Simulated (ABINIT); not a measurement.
# AlN (P6_3mc): G0W0 with ABINIT, start to end

How does a plane-wave GW calculation on AlN (P6_3mc) run from the first input to the gap?

Method: PBE and many-body steps on it, plane waves, in ABINIT 10.8.3.

The database entry behind the starting cell differs from later determinations by our own check (inner coordinate u about 0.002 short), so it need not match the best structure at ambient conditions.

## Step 1: Set-up

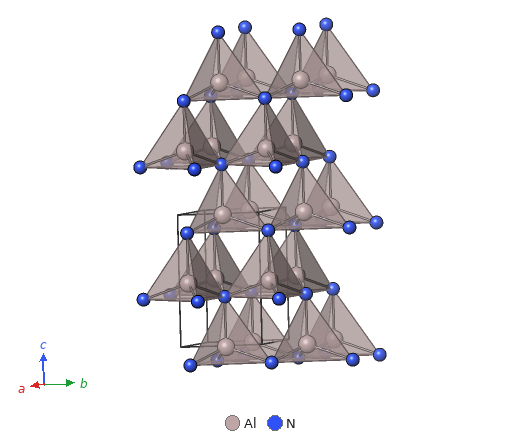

Start, viewed slightly off an axis; aluminium light grey, nitrogen blue. 2×2×2 cells are drawn. Some periodic images of atoms are drawn too.

The cell and positions come from the Crystallography Open Database and are kept as given unless a step says otherwise.

## Step 2: Ground state

This step: ABINIT 10.8.3; DFT, PBE, plane waves, norm-conserving pseudopotentials.

The ground-state density comes first.

Contents of run.abi:

```
acell 3*1.0 Angstrom
rprim 
  3.113000000011 -0.000000000003 0.000000000000
  -1.556500000003 2.695937081992 0.000000000000
  0.000000000000 0.000000000000 4.981000000000
ntypat 2
znucl 13 7
natom 4
typat 1 1 2 2
xred 
  0.333333333333 0.666666666667 0.000000000000
  0.666666666667 0.333333333333 0.500000000000
  0.333333333333 0.666666666667 0.380000000000
  0.666666666667 0.333333333333 0.880000000000
pp_dirpath "pseudos"
pseudos "Al.upf, N.upf"
ecut 36
ngkpt 6 6 4
nshiftk 1
shiftk 0 0 0
kptopt 1
chksymbreak 0
nband 14
occopt 1
tolvrs 1e-10
nstep 60
prtwf 0
optforces 0
optstress 0
indata_prefix "in"
outdata_prefix "out"
tmpdata_prefix "tmp"
```

Launch:

```console
OMP_NUM_THREADS=1 mpirun -n 8 abinit run.abi > log
```

Numbers of over 12 decimals in the logs are rounded to 6 here.

Output:

```text
.Version 10.8.3 of ABINIT. v10.8.2 released Aug 2026.

 Symmetries : space group P6_3 m c (#186); Bravais hP (primitive hexag.)
================================================================================
 Values of the parameters that define the memory need of the present run
     intxc =       0    ionmov =       0      iscf =       7    lmnmax =       6
     lnmax =       6     mgfft =      54  mpssoang =       3    mqgrid =    3001
     natom =       4  nloc_mem =       1    nspden =       1   nspinor =       1
    nsppol =       1      nsym =      12    n1xccc =    2501    ntypat =       2
    occopt =       1   xclevel =       2
-    mband =          14        mffmem =           1         mkmem =           3
       mpw =        2934          nfft =       55296          nkpt =          21
================================================================================
  Rough estimation (10% accuracy) of disk space for files :
================================================================================

--------------------------------------------------------------------------------
------------- Echo of variables that govern the present computation ------------
--------------------------------------------------------------------------------
 -outvars: echo values of preprocessed input variables --------
            acell      1.8897261259E+00  1.8897261259E+00  1.8897261259E+00 Bohr

      chksymbreak           0
             ecut      3.60000000E+01 Hartree
-          fftalg         312

              ixc     -101130
              kpt      0.00000000E+00  0.00000000E+00  0.00000000E+00
                       1.66666667E-01  0.00000000E+00  0.00000000E+00
                       3.33333333E-01  0.00000000E+00  0.00000000E+00
                       5.00000000E-01  0.00000000E+00  0.00000000E+00
                       1.66666667E-01  1.66666667E-01  0.00000000E+00
                       3.33333333E-01  1.66666667E-01  0.00000000E+00
                       3.33333333E-01  3.33333333E-01  0.00000000E+00
                       0.00000000E+00  0.00000000E+00  2.50000000E-01
                       1.66666667E-01  0.00000000E+00  2.50000000E-01
   [... 10 further rows ...]
                       3.33333333E-01  1.66666667E-01  5.00000000E-01
                       3.33333333E-01  3.33333333E-01  5.00000000E-01
         kptrlatt        6    0    0      0    6    0      0    0    4
          kptrlen      3.52963046E+01
P           mkmem           3
            natom           4
            nband          14
            ngfft          32      32      54
             nkpt          21
            nstep          60
             nsym          12
           ntypat           2
              occ      2.000000  2.000000  2.000000  2.000000  2.000000  2.000000
                       2.000000  2.000000  0.000000  0.000000  0.000000  0.000000
                       0.000000  0.000000
        optforces           0
        optstress           0
            prtwf           0
            rprim      3.1130000000E+00 -3.0000000000E-12  0.0000000000E+00
[...]
spgroup         186

           tolvrs      1.00000000E-10

             xred      3.3333333333E-01  6.6666666667E-01  1.1102230246E-16
[...]
znucl       13.00000    7.00000

================================================================================

 chkinp: Checking input parameters for consistency.

================================================================================
== DATASET  1 ==================================================================
-   mpi_nproc: 8, omp_nthreads: 1 (-1 if OMP is not activated)

--- !DatasetInfo
iteration_state: {dtset: 1, }
dimensions: {natom: 4, nkpt: 21, mband: 14, nsppol: 1, nspinor: 1, nspden: 1, mpw: 2934, }
cutoff_energies: {ecut:  36.0, pawecutdg:  -1.0, }
electrons: {nelect:   1.60000000E+01, charge:   0.00000000E+00, occopt:   1.00000000E+00, tsmear:   1.00000000E-02, }

 Real(R)+Recip(G) space primitive vectors, cartesian coordinates (Bohr,Bohr^-1):
 R(1)=  5.8827174  0.0000000  0.0000000  G(1)=  0.1699895  0.0981435  0.0000000
 R(2)= -2.9413587  5.0945827  0.0000000  G(2)=  0.0000000  0.1962869  0.0000000
 R(3)=  0.0000000  0.0000000  9.4127258  G(3)=  0.0000000  0.0000000  0.1062392
 Unit cell volume ucvol=  2.8209931E+02 bohr^3
 Angles (23,13,12)=  9.00000000E+01  9.00000000E+01  1.20000000E+02 degrees

 getcut: wavevector=  0.0000  0.0000  0.0000  ngfft=  32  32  54
         ecut(hartree)=     36.000   => boxcut(ratio)=   2.01398

--- Pseudopotential description ------------------------------------------------
- Al Generated using ONCVPSP code by D. R. Hamann
- 13.00000   3.00000  171031                  znucl, zion, pspdat
12 -101130 2 -1 1876                          pspcod,pspxc,lmax,lloc,mmax
     nproj     2     2     2
  pspatm : epsatm=    4.08140545
         --- l  ekb(1:nproj) -->
[...]
pspatm: atomic psp has been read  and splines computed

- N Generated using ONCVPSP code by D. R. Hamann
-  7.00000   5.00000  171031                  znucl, zion, pspdat
12 -101130 1 -1 1058                          pspcod,pspxc,lmax,lloc,mmax
     nproj     2     2     0
  pspatm : epsatm=    5.20977870
         --- l  ekb(1:nproj) -->
[...]
pspatm: atomic psp has been read  and splines computed

   2.97317893E+02                                ecore*ucvol(ha*bohr**3)
--------------------------------------------------------------------------------

_setup2: Arith. and geom. avg. npw (full set) are    2910.285    2910.260

================================================================================

--- !BeginCycle
iteration_state: {dtset: 1, }
solver: {iscf: 7, nstep: 60, nline: 4, wfoptalg: 0, }
tolerances: {tolvrs: 1.00E-10, }

     iter   Etot(hartree)      deltaE(h)  residm     vres2
 ETOT  1  -25.271539827214    -2.527E+01 6.107E-02 8.448E+02
 ETOT  2  -25.352258701810    -8.072E-02 1.435E-02 6.550E+02
 ETOT  3  -25.587401781115    -2.351E-01 2.152E-02 9.364E-01
 ETOT  4  -25.588085893888    -6.841E-04 8.287E-03 1.660E-02
 ETOT  5  -25.588088186692    -2.293E-06 3.580E-03 1.904E-03
 ETOT  6  -25.588088419180    -2.325E-07 1.893E-03 2.744E-05
 ETOT  7  -25.588088426564    -7.385E-09 1.489E-03 4.553E-06
 ETOT  8  -25.588088428187    -1.623E-09 1.240E-03 2.558E-08
 ETOT  9  -25.588088428195    -7.343E-12 2.108E-03 7.436E-10
 ETOT 10  -25.588088428195    -3.801E-13 1.204E-03 6.679E-11

 At SCF step   10       vres2   =  6.68E-11 < tolvrs=  1.00E-10 =>converged.

--- !ResultsGS
iteration_state: {dtset: 1, }
comment   : Summary of ground state results
lattice_vectors:
- [  5.8827174,  -0.0000000,   0.0000000, ]
- [ -2.9413587,   5.0945827,   0.0000000, ]
- [  0.0000000,   0.0000000,   9.4127258, ]
lattice_lengths: [   5.88272,    5.88272,    9.41273, ]
lattice_angles: [ 90.000,  90.000, 120.000, ] # degrees, (23, 13, 12)
lattice_volume:   2.8209931E+02
convergence: {deltae: -3.801E-13, res2:  6.679E-11, residm:  1.204E-03, diffor:  0.000E+00, }
etotal    :  -2.55880884E+01
entropy   :   0.00000000E+00
fermie    :   1.95302428E-01
cartesian_stress_tensor: null
pressure_GPa: null
xred      :
- [  3.3333E-01,   6.6667E-01,   1.1102E-16, Al]
- [  6.6667E-01,   3.3333E-01,   5.0000E-01, Al]
- [  3.3333E-01,   6.6667E-01,   3.8000E-01,  N]
- [  6.6667E-01,   3.3333E-01,   8.8000E-01,  N]
cartesian_forces: null
force_length_stats: {min: null, max: null, mean: null, }

 Integrated electronic density in atomic spheres:
 ------------------------------------------------
 Atom  Sphere_radius  Integrated_density
[...]
4        2.00000          5.37790308
================================================================================

 ----iterations are completed or convergence reached----

 Mean square residual over all n,k,spin=   65.436E-07; max=  12.038E-04
 reduced coordinates (array xred) for    4 atoms
       0.333333333333      0.666666666667      0.000000000000
       0.666666666667      0.333333333333      0.500000000000
       0.333333333333      0.666666666667      0.380000000000
       0.666666666667      0.333333333333      0.880000000000
 rms dE/dt=  0.0000E+00; max dE/dt=  0.0000E+00; dE/dt below (all hartree)
    1       0.000000000000      0.000000000000      0.000000000000
    2       0.000000000000      0.000000000000      0.000000000000
    3       0.000000000000      0.000000000000      0.000000000000
    4       0.000000000000      0.000000000000      0.000000000000

 cartesian coordinates (angstrom) at end:
    1      1.67e-12     1.797291     0.000000
    2      1.556500     0.898646     2.490500
    3      1.67e-12     1.797291     1.892780
    4      1.556500     0.898646     4.383280
 length scales=  1.889726125908  1.889726125908  1.889726125908 bohr
              =  1.000000000000  1.000000000000  1.000000000000 angstroms
 prteigrs : about to open file out_EIG
 Fermi (or HOMO) energy (hartree) =   0.19530   Average Vxc (hartree)=  -0.39340
 Eigenvalues (hartree) for nkpt=  21  k points:
 kpt#   1, nband= 14, wtk=  0.00694, kpt=  0.0000  0.0000  0.0000 (reduced coord)
  -0.36127   -0.28223   -0.02425    0.16476    0.16476    0.18869    0.18869    0.19530
   0.35040    0.44063    0.58456    0.60656    0.60656    0.67969
 prteigrs : prtvol=0 or 1, do not print more k-points.

--- !EnergyTerms
iteration_state     : {dtset: 1, }
comment             : Components of total free energy in Hartree
kinetic             :  1.63754067525995E+01
hartree             :  5.68913969397581E+00
xc                  : -8.49822455014150E+00
Ewald energy        : -2.17432241271520E+01
psp_core            :  1.05394762412788E+00
local_psp           : -1.71233917846282E+01
non_local_psp       : -1.34174203697657E+00
total_energy        : -2.55880884281950E+01
total_energy_eV     : -6.96287357515931E+02
band_energy         :  5.39239397944705E-02

== END DATASET(S) ==============================================================
================================================================================

 -outvars: echo values of variables after computation  --------
           etotal     -2.5588088428E+01
            nband          14
             nkpt          21
          spgroup         186
 [... the other variables as echoed above ...]

 Calculation completed.
```

Wall time 3.5 s (8 MPI ranks of AMD EPYC 9R45, shared host); peak memory 0.61 GiB; 27 s of CPU time.

Numbers from this step:

- total energy: -696.2874 eV
- gap: 4.220 eV
- k of the valence top: 0, 0, 0
- k of the conduction bottom: 0, 0, 0
- least direct gap: 4.220 eV

The gap is direct, at Γ.

[end of part 1 of 3]

[Paths, hosts, dates, memory and timing lines, banners, echoed tables and standing remarks are left out of the program output.]

[Logs are printed without paths, hosts, clocks, repeated set-up lines and the standing remarks that a program may print on its own settings, such as how far it seeks lower states.]

[Runs of the session that timed out or met a known fault of the program may be left out.]

[Hosts, paths, dates, database ids (printed as entryN), source tags and the programs' standing remarks are cut or masked in the printed files.]

[G0W0 gaps are taken among the corrected bands and points alone; a level outside them can change the order at an edge.]

[Where Ansatz stands beside ABINIT at settings called matched, ABINIT's density can come from a denser mesh and the files from another edition; pairs whose starting gaps differed by over 0.03 eV were left out, so agreement reads better than it is.]
